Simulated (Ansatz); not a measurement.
# SiC wire along [110], 8 atoms a period, H-terminated: bands by functional and under strain, part 2 of 3

What gap, if any, does the SiC wire along [110], 8 atoms a period, H-terminated have, and how does it change with the functional and under strain?

Ansatz 0.2.0; DFT PBE, plane waves, PAW; relaxation of a wire's period; PAW set soft_1 (the session's first sound run).

So far. Step 2 (Relaxing the period): The cell's length comes to 3.123 Å with spin left out.

### Step 3. The wire at its relaxed period

This step: DFT PBE, plane waves, PAW; bands of a perfect wire; PAW set soft_1 (Ansatz 0.2.0).

At the relaxed period the bands are computed along the axis; those that cross an energy going forward count the channels that a perfect wire would open there.

The input, input.yaml:

```yaml
crystal:
  lattice:
    - [13.77, 0.0, 0.0]
    - [0.0, 12.298, 0.0]
    - [0.0, 0.0, 3.12325053]
  atoms:
    - { symbol: C, position: [0.388050516, 0.499984861, 0.0] }
    - { symbol: H, position: [0.406372524, 0.724886939, 0.0] }
    - { symbol: Si, position: [0.468968891, 0.624898796, 0.0] }
    - { symbol: Si, position: [0.468968891, 0.375070926, 0.0] }
    - { symbol: C, position: [0.705947135, 0.499984861, 0.0] }
    - { symbol: H, position: [0.753695758, 0.571958477, 0.0] }
    - { symbol: H, position: [0.753695758, 0.428011245, 0.0] }
    - { symbol: H, position: [0.245995454, 0.598369488, 0.5] }
    - { symbol: H, position: [0.245995454, 0.401600234, 0.5] }
    - { symbol: Si, position: [0.310330618, 0.499984861, 0.5] }
    - { symbol: C, position: [0.546331611, 0.622990244, 0.5] }
    - { symbol: C, position: [0.546331611, 0.376979478, 0.5] }
    - { symbol: H, position: [0.591229374, 0.697504142, 0.5] }
    - { symbol: H, position: [0.591229374, 0.30246558, 0.5] }
    - { symbol: Si, position: [0.629379783, 0.499984861, 0.5] }
    - { symbol: H, position: [0.406372524, 0.275082783, 0.0] }
kpoints:
  mp_grid: { grid: [1, 1, 26] }
  band_path: { path: ["Γ", Z], npoints: 90 }
scf:
  occupations: { method: fermi_dirac, width: 0.05 }
hamiltonian:
  xc: pbe
  pseudopotentials: { kind: paw, azcp: { folder: soft_1 } }
output:
  dos: { e_range: [-5, 4] }
  write_potential: true
  write_density: true
  volumetric_format: npy
```

Run with:

```sh
$ ansatz run input.yaml --threads 4 --pin off --max-ram 16384MiB --backend cpu --events-out ev --progress --plain --runs-dir out
```

Numbers of over 12 decimals in the logs are rounded to 6 here.

Output:

```text
[...]
Crystal: 16 atoms, lattice volume = 528.902 Å³
Basis set: ecut = 420 eV, 10337 PW (Γ)
Bands: 36, of which v1, the nominal top of the filled ones, is band 20 counted from 1 (19 counted from 0)
Symmetry: 4 space group operations
[...]
k-points: 14 of 26
[...]
SCF iter   1: F=—  HF=-3686.598937 eV  |F-HF|=—  |Δ(HF+E_count)|=         —  Δρ=6.96e-2  dr2=3.27e1  ethr=3.10e-3  ⟨swp⟩=9.2  Hψ=3315  notcnv=0  defer=42
[...]
SCF iter  10: F=-3676.098879 eV  HF=-3676.098879 eV  |F-HF|=2.38e-9  |Δ(HF+E_count)|=   8.68e-8  Δρ=1.71e-6  dr2=1.59e-8  ethr=2.50e-10  ⟨swp⟩=20.0  Hψ=4099  notcnv=0
SCF 1 converged in 10 iterations: F = -3676.098879 eV  dr2 = 1.59e-8
[...]
NSCF: frozen V_eff on 91 k-points
WARN: The output density's exchange-correlation potential varies sharply where the density is thin. Do not read a vacuum level from v_tot or v_xc, or from such a field of the output density. On a cell that repeats whose density bears no net charge and no dipole along the vacuum's axis use v_es (v_loc + v_h of the components); under efield.dipole_correction with no amplitude use v_es + v_field, which holds any externa [...]
SCF converged after 10 iterations
Free energy (F): -3676.098879 eV
[...]
Internal energy: -3676.098879 eV  (E = F + TS)
E sigma→0 (E₀):  -3676.098879 eV
Fermi energy:    -1.154304 eV
[...]
--- Band table (eV; the first three rows and the last of 14) ---
  k-point 0: bands = [... 16 lower, -3.8596, -3.8494, -3.6216, -2.9655, 0.6562, 1.4505, 1.8059, 2.0827, ... 12 higher]
  k-point 1: bands = [... 16 lower, -4.0118, -3.7824, -3.7051, -3.0443, 0.7373, 1.4775, 1.8527, 2.1049, ... 12 higher]
  k-point 2: bands = [... 16 lower, -4.1567, -3.9103, -3.7787, -3.2530, 0.9407, 1.5538, 1.9820, 2.1690, ... 12 higher]
  k-point 13: bands = [... 16 lower, -4.9581, -4.9455, -4.8995, -4.4515, 1.1767, 1.2437, 2.4625, 2.7898, ... 12 higher]
```

The job ended after 38 s (4 threads of Arm Neoverse V1, shared host; peak memory 1.3 GiB).

Numbers from this step:

| Item | Value |
| --- | --- |
| band gap | 3.622 eV |

The electronic bands at the labelled points (eV, zero at the Fermi level):

```tsv
point	band 17	band 18	band 19	band 20	band 21	band 22	band 23	band 24
Γ	-2.71	-2.70	-2.47	-1.81	1.81	2.60	2.96	3.24
Z	-3.80	-3.79	-3.75	-3.30	2.33	2.40	3.62	3.94
```

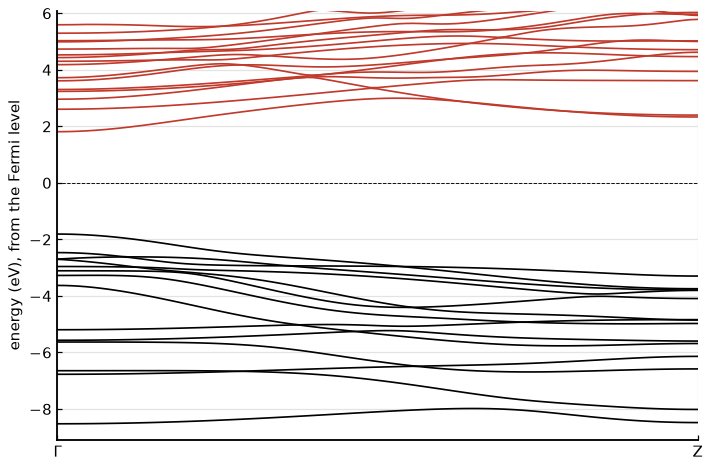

Electronic bands along the path; lines of filled and empty bands in two colours.

The gap is 3.62 eV, with spin left out.

The path shows a direct gap of 3.62 eV (valence top at Γ, conduction bottom at Γ).

### Step 4. Another level of theory, cutoff 500 eV, k-mesh 1×1×20

This step: DFT r2SCAN, plane waves, PAW; bands of a perfect wire at the PBE geometry; PAW set soft_1 (Ansatz 0.2.0).

The atoms stay at the PBE geometry and the functional changes. r2SCAN also reads the kinetic-energy density; it often gives larger moments and wider gaps than PBE, at a higher cost. Against the first PBE run of this kind, the cutoff is 500 eV against 420 and the mesh along the wire has 20 points against 26.

input.yaml: that of step 3 with these lines changed.

```diff
@@ -23,3 +23,3 @@
 kpoints:
-  mp_grid: { grid: [1, 1, 26] }
+  mp_grid: { grid: [1, 1, 20] }
   band_path: { path: ["Γ", Z], npoints: 90 }
@@ -28,8 +28,3 @@
 hamiltonian:
-  xc: pbe
+  xc: r2scan
   pseudopotentials: { kind: paw, azcp: { folder: soft_1 } }
-output:
-  dos: { e_range: [-5, 4] }
-  write_potential: true
-  write_density: true
-  volumetric_format: npy
```

Output:

```text
[...]
Crystal: 16 atoms, lattice volume = 528.902 Å³
Basis set: ecut = 500 eV, 13453 PW (Γ), exchange–correlation on 432×360×96 points (64 copies of the dense FFT grid, shifted against one another)
Bands: 36, of which v1, the nominal top of the filled ones, is band 20 counted from 1 (19 counted from 0)
Symmetry: 4 space group operations
[...]
k-points: 11 of 20
[...]
SCF iter   1: F=—  HF=-3701.421922 eV  |F-HF|=—  |Δ(HF+E_count)|=         —  Δρ=6.66e-2  dr2=2.98e1  dr2_τ=2.56e0  ethr=3.10e-3  ⟨swp⟩=9.4  Hψ=2702  notcnv=0  defer=41
[...]
SCF iter  10: F=-3693.079335 eV  HF=-3693.079335 eV  |F-HF|=1.31e-8  |Δ(HF+E_count)|=   6.59e-8  Δρ=9.45e-7  dr2=3.83e-9  dr2_τ=3.13e-10  ethr=2.50e-10  ⟨swp⟩=5.8  Hψ=1326  notcnv=0
SCF 1 converged in 10 iterations: F = -3693.079335 eV  dr2 = 3.83e-9
[...]
SCF converged after 10 iterations
Free energy (F): -3693.079335 eV
[...]
Internal energy: -3693.079335 eV  (E = F + TS)
E sigma→0 (E₀):  -3693.079335 eV
Fermi energy:    -1.129552 eV
[...]
--- Band table (eV; the first three rows and the last of 11) ---
  k-point 0: bands = [... 16 lower, -4.1041, -4.0880, -3.8538, -3.1635, 0.9034, 1.9815, 2.3167, 2.7124, ... 12 higher]
  k-point 1: bands = [... 16 lower, -4.3207, -4.0141, -3.9947, -3.2970, 1.0462, 2.0283, 2.4033, 2.7553, ... 12 higher]
  k-point 2: bands = [... 16 lower, -4.4689, -4.2673, -4.0494, -3.6196, 1.3791, 2.1457, 2.6221, 2.8679, ... 12 higher]
  k-point 10: bands = [... 16 lower, -5.2594, -5.2366, -5.1980, -4.7493, 1.4265, 1.4587, 2.7603, 3.1195, ... 12 higher]
```

The job ended after 71 s (4 threads; peak memory 2.2 GiB; 4.6 min of CPU time).

This step gave:

* band gap: 4.067 eV

Electronic bands along the path, in eV, zero at the Fermi level:

```tsv
point	band 17	band 18	band 19	band 20	band 21	band 22	band 23	band 24
Γ	-2.97	-2.96	-2.72	-2.03	2.03	3.11	3.45	3.84
Z	-4.13	-4.11	-4.07	-3.62	2.56	2.59	3.89	4.25
```

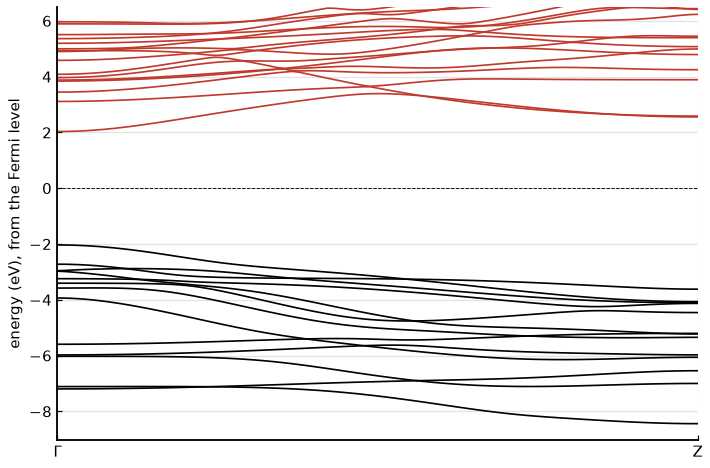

Electronic bands along the path; lines of filled and empty bands in two colours.

The gap is 4.07 eV, against 3.62 eV under PBE at the relaxed period.

### Step 5. Levels at the same atoms, level HSE06, cutoff 420 eV

This step: DFT HSE06, plane waves, PAW; levels of a perfect wire at the PBE geometry; PAW set soft_1 (Ansatz 0.2.0).

The atoms stay at the PBE geometry and the functional changes. HSE06 mixes in a quarter of short-range exact exchange, which removes part of the self-interaction that closes gaps; it is dear, so the mesh is thinner and no path is run. Against the first PBE run of this kind, the mesh along the wire has 10 points against 26.

input.yaml: that of step 4 with these lines changed.

```diff
@@ -23,4 +23,3 @@
 kpoints:
-  mp_grid: { grid: [1, 1, 20] }
-  band_path: { path: ["Γ", Z], npoints: 90 }
+  mp_grid: { grid: [1, 1, 10] }
 scf:
@@ -28,3 +27,3 @@
 hamiltonian:
-  xc: r2scan
+  xc: hse06
   pseudopotentials: { kind: paw, azcp: { folder: soft_1 } }
```

Output:

```text
[...]
Crystal: 16 atoms, lattice volume = 528.902 Å³
Basis set: ecut = 420 eV, 10337 PW (Γ)
Bands: 36, of which v1, the nominal top of the filled ones, is band 20 counted from 1 (19 counted from 0)
Symmetry: 4 space group operations
[...]
k-points: 6 of 10
[...]
SCF iter   6: F=-3676.083769 eV  HF=-3676.083995 eV  |F-HF|=2.26e-4  |Δ(HF+E_count)|=   6.28e-4  Δρ=3.80e-4  dr2=6.92e-4  ethr=1.62e-5  ⟨swp⟩=4.0  Hψ=418  notcnv=0  defer=1
[...]
Fermi energy:    -1.300934 eV
[...]
--- Band table (eV; the first three rows and the last of 6) ---
  k-point 0: bands = [... 16 lower, -4.6015, -4.5869, -4.3398, -3.6352, 1.0334]
  k-point 1: bands = [... 16 lower, -4.9858, -4.7787, -4.5400, -4.1092, 1.4360]
  k-point 2: bands = [... 16 lower, -5.1523, -4.9281, -4.8806, -4.6068, 1.9413]
  k-point 5: bands = [... 16 lower, -5.8175, -5.7910, -5.7477, -5.2666, 1.5966]
  guard bands above this table: 15 of the run's 36 bands. The solve was not asked for them (output.publish_guard_bands: true or output.eigenvalues: true publishes all)
[key lines of the parts left out:]
Free energy (F): -3678.784135 eV
```

It took 56 s on 4 threads; peak memory 6.3 GiB.

Numbers from this step:

- band gap: 4.669 eV

The gap is 4.67 eV, against 3.62 eV under PBE at the relaxed period.

### Step 6. Strain along the wire, period over the relaxed period 1.06

This step: DFT PBE, plane waves, PAW; relaxation at a fixed period; PAW set soft_1 (Ansatz 0.2.0).

The period is set to 1.06 times the relaxed one and the atoms relax within it: strain changes bond lengths and angles, which shifts the bands against each other. Against the first PBE run of this kind, the mesh along the wire has 19 points against 26.

The cell differs from the one that the last finished run ended in (c 3.123 → 3.311 Å).

input.yaml: that of step 5 with these lines changed.

```diff
@@ -4,3 +4,3 @@
     - [0.0, 12.298, 0.0]
-    - [0.0, 0.0, 3.12325053]
+    - [0.0, 0.0, 3.3106455618]
   atoms:
@@ -23,3 +23,4 @@
 kpoints:
-  mp_grid: { grid: [1, 1, 10] }
+  mp_grid: { grid: [1, 1, 19] }
+  band_path: { path: ["Γ", Z], npoints: 90 }
 scf:
@@ -27,3 +28,8 @@
 hamiltonian:
-  xc: hse06
+  xc: pbe
   pseudopotentials: { kind: paw, azcp: { folder: soft_1 } }
+relax:
+  max_steps: 40
+  f_tol: 0.02
+output:
+  stress: true
```

Output:

```text
Warning: output.stress: scf.convergence.dr2_threshold = 1e-7 eV (the SCF's general default) is looser than the 1.6e-9 eV advised for a printed stress (1e-10 eV for each atom of the cell: 16). What an SCF threshold leaves in a stress goes as its square root, and in the free energy as the threshold itself, and one threshold admits the most on a small cell: [figures from the program's tests cut] Every solve of this run  [...]
[...]
Crystal: 16 atoms, lattice volume = 560.636 Å³
Basis set: ecut = 420 eV, 11005 PW (Γ), exchange–correlation on 192×180×48 points (8 copies of the dense FFT grid, shifted against one another)
Bands: 36, of which v1, the nominal top of the filled ones, is band 20 counted from 1 (19 counted from 0)
Symmetry: 4 space group operations
[...]
k-points: 10 of 19
[...]
SCF iter   1: F=—  HF=-3685.449623 eV  |F-HF|=—  |Δ(HF+E_count)|=         —  Δρ=6.57e-2  dr2=3.12e1  ethr=3.10e-3  ⟨swp⟩=9.3  Hψ=2364  notcnv=0  defer=26
[...]
SCF iter   8: F=-3675.632769 eV  HF=-3675.632771 eV  |F-HF|=1.66e-6  |Δ(HF+E_count)|=   1.97e-5  Δρ=2.12e-5  dr2=3.76e-6  ethr=2.50e-8  ⟨swp⟩=5.1  Hψ=1164  notcnv=0
SCF 1 converged in 8 iterations: F = -3675.632769 eV  dr2 = 3.76e-6
[...]
relax step   1: F+E_penalty+E_count = -3675.63276895 eV  Δ(F+E_penalty+E_count) = +0.000e0 eV  max|allowed force component| = 6.299e-1 eV/Å  Δτ_max = 0.0000 Å  (8 SCF iters, dr2 threshold 1.00e-5 eV, accepted)
[...]
SCF iter   5: F=-3675.686356 eV  HF=-3675.686357 eV  |F-HF|=9.35e-7  |Δ(HF+E_count)|=   5.62e-6  Δρ=3.77e-5  dr2=7.78e-6  ethr=6.20e-8  ⟨swp⟩=3.7  Hψ=1270  notcnv=0
SCF 2 converged in 5 iterations: F = -3675.686356 eV  dr2 = 7.78e-6
[...]
relax step   2: F+E_penalty+E_count = -3675.68635609 eV  Δ(F+E_penalty+E_count) = -5.359e-2 eV  max|allowed force component| = 2.534e-1 eV/Å  Δτ_max = 0.0653 Å  (5 SCF iters, dr2 threshold 2.48e-5 eV, accepted)
SCF iter   1: F=—  HF=-3675.691621 eV  |F-HF|=—  |Δ(HF+E_count)|=         —  Δρ=7.66e-4  dr2=4.61e-3  ethr=6.09e-5  ⟨swp⟩=5.3  Hψ=882  notcnv=0  defer=88
[...]
SCF iter   5: F=-3675.690476 eV  HF=-3675.690476 eV  |F-HF|=5.50e-9  |Δ(HF+E_count)|=   9.83e-7  Δρ=5.91e-6  dr2=2.26e-7  ethr=1.00e-8  ⟨swp⟩=5.2  Hψ=1177  notcnv=0
SCF 3 converged in 5 iterations: F = -3675.690476 eV  dr2 = 2.26e-7
relax step   3: F+E_penalty+E_count = -3675.69047578 eV  Δ(F+E_penalty+E_count) = -4.120e-3 eV  max|allowed force component| = 3.093e-2 eV/Å  Δτ_max = 0.0087 Å  (5 SCF iters, dr2 threshold 4.01e-6 eV, accepted)
SCF iter   1: F=—  HF=-3675.690640 eV  |F-HF|=—  |Δ(HF+E_count)|=         —  Δρ=2.59e-4  dr2=3.68e-4  ethr=1.39e-5  ⟨swp⟩=3.3  Hψ=789  notcnv=0  defer=89
[...]
SCF iter   5: F=-3675.690714 eV  HF=-3675.690714 eV  |F-HF|=1.31e-8  |Δ(HF+E_count)|=   1.73e-8  Δρ=2.26e-6  dr2=3.55e-8  ethr=2.50e-10  ⟨swp⟩=5.1  Hψ=1192  notcnv=0
SCF 4 converged in 5 iterations: F = -3675.690714 eV  dr2 = 3.55e-8
relax step   4: F+E_penalty+E_count = -3675.69071383 eV  Δ(F+E_penalty+E_count) = -2.380e-4 eV  max|allowed force component| = 8.930e-3 eV/Å  Δτ_max = 0.0039 Å  (5 SCF iters, accepted)
[...]
the band table was solved once a step of the walk had ended and its energy, with any forces and stress, was formed, with the checks that follow a solve (3183 applications of the Hamiltonian). They found nothing against the state; the energy, forces and stress were not computed again (output.eigenvalues in the input reference)
[...]
SCF converged after 5 iterations
Free energy (F): -3675.690714 eV
[...]
Internal energy: -3675.690714 eV  (E = F + TS)
E sigma→0 (E₀):  -3675.690714 eV
Fermi energy:    -1.760945 eV
[...]
--- Forces (eV/Å), atoms counted from 1 ---
  atom   1  C     -0.00107831     0.00000000     0.00000000
  atom   2  H     -0.00202478    -0.00100735     0.00000000
  atom   3  Si     0.00153144     0.00650038     0.00000000
  atom   4  Si     0.00153144    -0.00650038     0.00000000
  atom   5  C     -0.00892272     0.00000000     0.00000000
  atom   6  H      0.00545232     0.00285581     0.00000000
  atom   7  H      0.00545232    -0.00285581     0.00000000
  atom   8  H     -0.00133763     0.00219919     0.00000000
  atom   9  H     -0.00133763    -0.00219919     0.00000000
  atom  10  Si    -0.00309605     0.00000000     0.00000000
  atom  11  C     -0.00405707    -0.00126242     0.00000000
  atom  12  C     -0.00405707     0.00126242     0.00000000
  atom  13  H      0.00417075     0.00122124     0.00000000
  atom  14  H      0.00417075    -0.00122124     0.00000000
  atom  15  Si     0.00573613     0.00000000     0.00000000
  atom  16  H     -0.00202478     0.00100735     0.00000000
  max |Σ_I F_I| component: 1.09e-4 eV/Å
--- Stress (GPa, compression-positive) ---
        0.007777       0.000000       0.000000
        0.000000       0.013682       0.000000
        0.000000       0.000000      -3.905714
  P = ⅓ Tr σ = -1.2948 GPa (-12.948 kbar)
--- Band table (eV; the first three rows and the last of 10) ---
  k-point 0: bands = [... 16 lower, -4.2390, -4.0687, -3.7399, -3.4946, -0.0503, 1.1238, 1.2813, 1.5047, ... 12 higher]
  k-point 1: bands = [... 16 lower, -4.2975, -4.0652, -3.7638, -3.5638, 0.1271, 1.2355, 1.3619, 1.6715, ... 12 higher]
  k-point 2: bands = [... 16 lower, -4.3190, -4.0917, -3.9236, -3.6321, 0.5778, 1.3984, 1.6582, 2.0417, ... 12 higher]
  k-point 9: bands = [... 16 lower, -5.0996, -4.7985, -4.7527, -4.6715, 1.1635, 1.2810, 2.4429, 2.9009, ... 12 higher]
--- Relaxed structure (4 steps of the walk, 4 accepted, 0 SCFs on fresh bases) ---
  F+E_penalty+E_count = -3675.69071383 eV   max|allowed force component| = 8.930e-3 eV/Å
  atoms:
    - { symbol: C, position: [0.389349, 0.499984861, 0.0] }
    - { symbol: H, position: [0.408669, 0.725707, 0.0] }
    - { symbol: Si, position: [0.470294, 0.625065, 0.0] }
    - { symbol: Si, position: [0.470294, 0.374904, 0.0] }
    - { symbol: C, position: [0.700727, 0.499984861, 0.0] }
    - { symbol: H, position: [0.749058, 0.571640, 0.0] }
    - { symbol: H, position: [0.749058, 0.428329, 0.0] }
    - { symbol: H, position: [0.251068, 0.598584, 0.5] }
    - { symbol: H, position: [0.251068, 0.401385, 0.5] }
    - { symbol: Si, position: [0.314966, 0.499984861, 0.5] }
    - { symbol: C, position: [0.544305, 0.623370, 0.5] }
    - { symbol: C, position: [0.544305, 0.376600, 0.5] }
    - { symbol: H, position: [0.589861, 0.697485, 0.5] }
    - { symbol: H, position: [0.589861, 0.302485, 0.5] }
    - { symbol: Si, position: [0.627341, 0.499984861, 0.5] }
    - { symbol: H, position: [0.408669, 0.274263, 0.0] }
```

The job ended after 46 s (4 threads; peak memory 1.4 GiB).

The steps of the relaxation:

```tsv
step	energy less that of the first step (eV)	largest force component (eV/Å)
1	0.0000	0.6299
2	-0.0536	0.2534
3	-0.0577	0.0309
4	-0.0579	0.0089
```

Forces are held to the 4 operations that the run works with; a distortion that breaks them can't arise in this run.

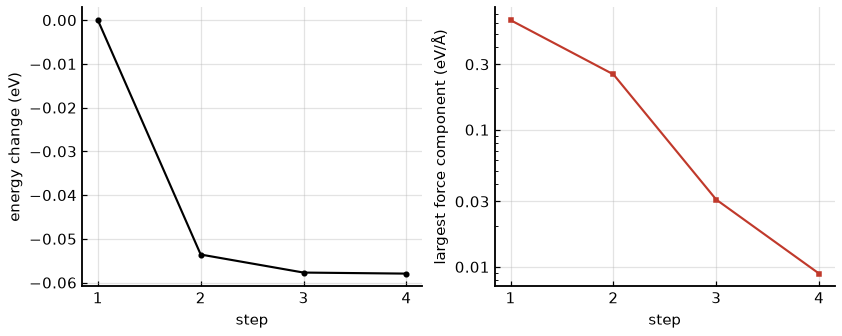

Energy and largest force along the relaxation.

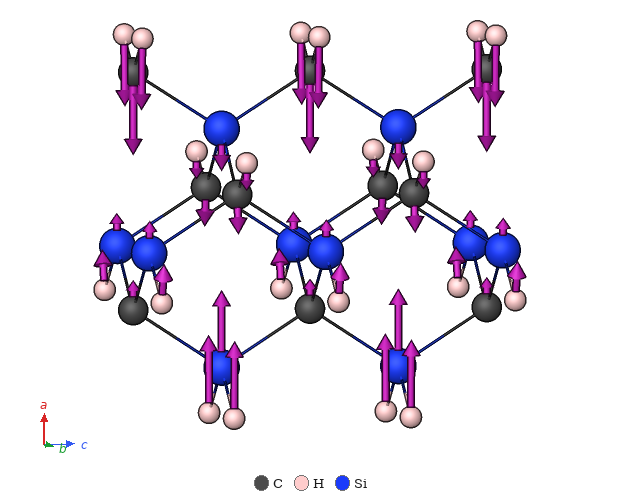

Displacements in the relaxation, exaggerated; the longest in the cell stands for 0.07 Å. 1×1×2 cells are drawn. Some periodic images of atoms are drawn too.

The atoms that moved most (Å):

```tsv
atom	dx	dy	dz	length
C5	-0.072	0.000	0.000	0.072
H8	0.070	0.003	0.000	0.070
H9	0.070	-0.003	0.000	0.070
H6	-0.064	-0.004	0.000	0.064
H7	-0.064	0.004	0.000	0.064
Si10	0.064	0.000	0.000	0.064
H16	0.032	-0.010	0.000	0.033
H2	0.032	0.010	0.000	0.033
```

Final coordinates:

```cif
data_structure
_symmetry_space_group_name_H-M 'P 1'
_symmetry_Int_Tables_number 1
_cell_length_a 13.7700
_cell_length_b 12.2980
_cell_length_c 3.3106
_cell_angle_alpha 90.000
_cell_angle_beta 90.000
_cell_angle_gamma 90.000
_cell_volume 560.64
loop_
_atom_site_label
_atom_site_type_symbol
_atom_site_fract_x
_atom_site_fract_y
_atom_site_fract_z
_atom_site_occupancy
C1 C 0.38935 0.49998 0.00000 1
H2 H 0.40867 0.72571 0.00000 1
Si3 Si 0.47029 0.62507 0.00000 1
Si4 Si 0.47029 0.37490 0.00000 1
C5 C 0.70073 0.49998 0.00000 1
H6 H 0.74906 0.57164 0.00000 1
H7 H 0.74906 0.42833 0.00000 1
H8 H 0.25107 0.59858 0.50000 1
H9 H 0.25107 0.40139 0.50000 1
Si10 Si 0.31497 0.49998 0.50000 1
C11 C 0.54431 0.62337 0.50000 1
C12 C 0.54431 0.37660 0.50000 1
H13 H 0.58986 0.69749 0.50000 1
H14 H 0.58986 0.30248 0.50000 1
Si15 Si 0.62734 0.49998 0.50000 1
H16 H 0.40867 0.27426 0.00000 1
```

Numbers from this step:

| Property | Result |
| --- | --- |
| band gap | 3.444 eV |

[end of part 2 of 3]

[Logs are printed without paths, hosts, clocks, repeated set-up lines and the standing remarks that a program may print on its own settings, such as how far it seeks lower states.]

[Hosts, paths, dates, database ids (printed as entryN), source tags and the programs' standing remarks are cut or masked in the printed files.]
